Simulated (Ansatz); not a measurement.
**C2H7B (SMILES BCC): revPBE/cc-pVDZ**

Aim: the electronic atomisation energy of C2H7B at revPBE/cc-pVDZ, from 4 runs. 

Program for the calculation: Ansatz 0.2.0.

47 further runs of the same task are left out: 47 set aside as unsound or not needed. Runs told in other sessions of the task aren't counted.

## (1) The system as given

C2H7B: 10 atoms, total charge 0, spin state singlet. As SMILES, `BCC`. The shape is that of a PBE0-D4/def2-TZVP optimisation.

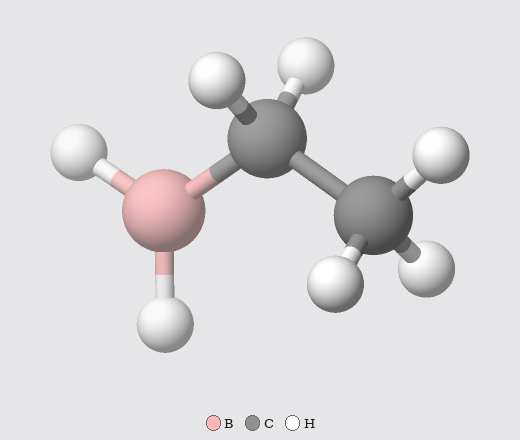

Viewed from a chosen angle; boron pink, carbon grey, hydrogen white.

## (2) A single-point energy at revPBE/cc-pVDZ

Input file input.yaml:

```yaml
basis:
  gaussian:
    orbitals: cc-pVDZ
crystal:
  periodic: [false, false, false]
  atoms:
    - symbol: B
      position_ang: [-0.923200, 0.854800, -0.729500]
    - symbol: C
      position_ang: [0.421700, 0.293700, -0.199000]
    - symbol: C
      position_ang: [0.384700, -0.913600, 0.727600]
    - symbol: H
      position_ang: [-1.979600, 0.366600, -0.436300]
    - symbol: H
      position_ang: [-0.919600, 1.807100, -1.458300]
    - symbol: H
      position_ang: [0.950700, 1.138100, 0.271400]
    - symbol: H
      position_ang: [1.046800, 0.094100, -1.084500]
    - symbol: H
      position_ang: [1.384300, -1.226700, 1.039300]
    - symbol: H
      position_ang: [-0.190300, -0.697600, 1.631400]
    - symbol: H
      position_ang: [-0.092300, -1.767800, 0.240900]
accuracy: high
output: {orbitals: {seedname: orbitals}}
hamiltonian:
  xc: {name: revPBE}
```

Run with:

```console
ansatz run input.yaml --threads 1 --pin off --max-ram 2610MiB --events-out events.jsonl --progress --plain --runs-dir runs
```

What it wrote:

```text
Warning: RAYON_NUM_THREADS=1 ignored (pool sized by the plan → 1); use --threads N
Functional definition: revPBE
  name "revPBE"
  parameter kappa = 1.245
  parameter beta = 0.06672455060314922
  exchange = pbe_x(kappa = kappa, mu = beta*pi^2/3)
  correlation = pbe_c(beta = beta)
1881 factors; integrals over basis functions are off by at most 3.1e-9 eV
mean field evaluation 1: about -2854.8313 eV, gradient 5.5e1 eV
mean field evaluation 2: about -2844.5807 eV, gradient 8.1e1 eV
mean field evaluation 4: about -2862.9554 eV, gradient 2.0e0 eV
mean field evaluation 8: about -2862.9673 eV, gradient 6.5e-2 eV
mean field evaluation 16: about -2862.9673 eV, gradient 1.4e-6 eV
mean field -2862.96726245 eV, -105.2121063062 hartree, gradient 1.9e-8 eV, S^2 0.000000; 0 other end points of the search recorded, 0 dependent functions left out
reference -2862.96726672 eV, -105.2121064631 hartree; 12, 12 occupied and 65, 65 virtual orbitals, 1881 factors
Total energy: -2862.96726672 eV, -105.2121064631 hartree
```

It took 4.5 s on 1 thread of Arm Neoverse V1, shared host; peak memory 0.2 GiB.

## (3) The B atom

Input file molecule.yaml:

```yaml
basis:
  gaussian: {orbitals: cc-pVDZ}
crystal:
  periodic: [false, false, false]
  atoms:
    - {symbol: B, position_ang: [0.000000, 0.000000, 0.000000]}
hamiltonian: {xc: {name: revPBE}}
magnetization: {spin_polarized: true, initial_magnetization: 1}
accuracy: high
```

Run the same way, it converges to -24.65025 Eh (log not shown).

## (4) The C atom at the same level

Input file input.yaml:

```yaml
basis:
  gaussian: {orbitals: cc-pVDZ}
crystal:
  periodic: [false, false, false]
  atoms:
    - {symbol: C, position_ang: [0.000000, 0.000000, 0.000000]}
magnetization: {spin_polarized: true, initial_magnetization: 2}
hamiltonian: {xc: {name: revPBE}}
accuracy: high
```

Run the same way, it converges to -37.83850 Eh (log not shown).

## (5) The H atom

Input file input.yaml:

```yaml
crystal:
  periodic: [false, false, false]
  atoms:
    - symbol: H
      position_ang: [0.000000, 0.000000, 0.000000]
basis:
  gaussian: {orbitals: cc-pVDZ}
magnetization: {spin_polarized: true, initial_magnetization: 1}
hamiltonian: {xc: {name: revPBE}}
accuracy: high
```

Run with:

```console
ansatz run input.yaml --threads 1 --pin off --max-ram 2610MiB --events-out events.jsonl --progress --plain --runs-dir runs
```

What it wrote, cut to the lines that bear on the results:

```text
Warning: RAYON_NUM_THREADS=1 ignored (pool sized by the plan → 1); use --threads N
[... 6 set-up lines as earlier in the session ...]
15 factors; integrals over basis functions are off by at most 4.6e-8 eV
mean field evaluation 1: about -13.6910 eV, gradient 3.7e-1 eV
mean field evaluation 2: about -13.6908 eV, gradient 3.7e-1 eV
mean field evaluation 4: about -13.6925 eV, gradient 1.8e-5 eV
mean field evaluation 8: about -13.6925 eV, gradient 1.8e-10 eV
mean field -13.69253579 eV, -0.5031914091 hartree, gradient 1.4e-10 eV, S^2 0.750000; 0 other end points of the search recorded, 0 dependent functions left out
reference -13.69253803 eV, -0.5031914914 hartree; 1, 0 occupied and 4, 5 virtual orbitals, 15 factors
Total energy: -13.69253803 eV, -0.5031914914 hartree
```

Wall time 0.12 s (1 thread of Arm Neoverse V1, shared host).

## (6) What came out

Level: revPBE/cc-pVDZ.

| quantity | value |
| --- | --- |
| molecule: total energy | -105.21211 Eh |
| molecule: HOMO energy | -7.27 eV |
| molecule: LUMO energy | -2.05 eV |
| molecule: HOMO–LUMO gap | 5.22 eV |
| B atom: total energy | -24.65025 Eh |
| B atom: ⟨S²⟩ | 0.753 |
| C atom: total energy | -37.83850 Eh |
| C atom: ⟨S²⟩ | 2.002 |
| H atom: total energy | -0.50319 Eh |
| H atom: ⟨S²⟩ | 0.750 |
| electronic atomisation energy | 37.076 eV |

**Reading.** Taking the molecule apart into free atoms costs 37.08 eV (855 kcal/mol), before zero-point energy and without spin-orbit coupling.
